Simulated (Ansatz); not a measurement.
# AlCl2 (SMILES [Cl][Al][Cl]): where methods fail along a bond

The species is AlCl2 (3 atoms), meant as a doublet with charge 0. SMILES: `[Cl][Al][Cl]`. The shape is that of a PBE0-D4/def2-TZVP optimisation.

```xyz
3

Cl    1.3748    0.8683    0.8387
Al   -0.4321    0.5207   -0.1772
Cl   -0.9536   -1.4538   -0.6747
```

The Cl1–Al2 distance is scanned; the parts on either side stay rigid. Basis STO-3G, 15 core orbitals frozen in the correlated methods; program Ansatz 0.2.0. FCI is exact within this basis and core. Energies in eV from each method's value at 2.102 Å; open shells run as named; a dash marks a point that is missing or didn't converge. The shape above is that at 2.102 Å.

```json
{"distance (Å)": "2.102", "U-revPBE": "0.00", "U-wB97X": "0.00", "U-wB97M-V": "0.00", "UCCSD": "0.00", "UBCCD(T)": "0.00", "FCI": "0.00"}
{"distance (Å)": "2.627", "U-revPBE": "1.07", "U-wB97X": "1.34", "U-wB97M-V": "1.31", "UCCSD": "1.38", "UBCCD(T)": "1.37", "FCI": "1.37"}
{"distance (Å)": "3.153", "U-revPBE": "2.28", "U-wB97X": "2.70", "U-wB97M-V": "2.65", "UCCSD": "2.59", "UBCCD(T)": "2.60", "FCI": "2.61"}
{"distance (Å)": "4.204", "U-revPBE": "3.09", "U-wB97X": "3.48", "U-wB97M-V": "–", "UCCSD": "2.78", "UBCCD(T)": "2.80", "FCI": "2.80"}
{"distance (Å)": "5.255", "U-revPBE": "3.22", "U-wB97X": "3.50", "U-wB97M-V": "3.47", "UCCSD": "2.79", "UBCCD(T)": "2.80", "FCI": "2.81"}
```

Departure from the FCI curve at its largest: U-revPBE +0.41 eV at 5.25 Å; U-wB97X +0.69 eV at 5.25 Å; U-wB97M-V +0.66 eV at 5.25 Å; UCCSD -0.02 eV at 4.20 Å; UBCCD(T) within 0.005 eV. For the functionals part of the departure is owed to the small basis.

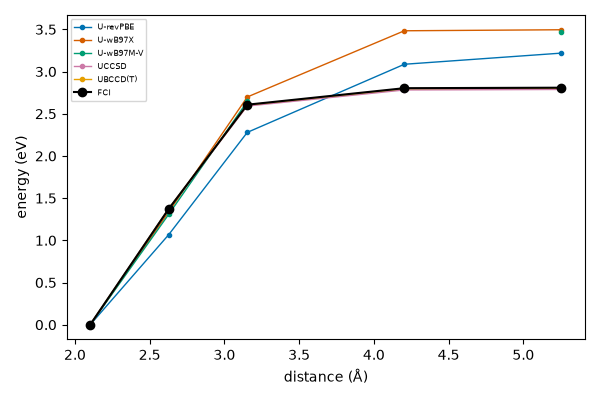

The curves of the table.
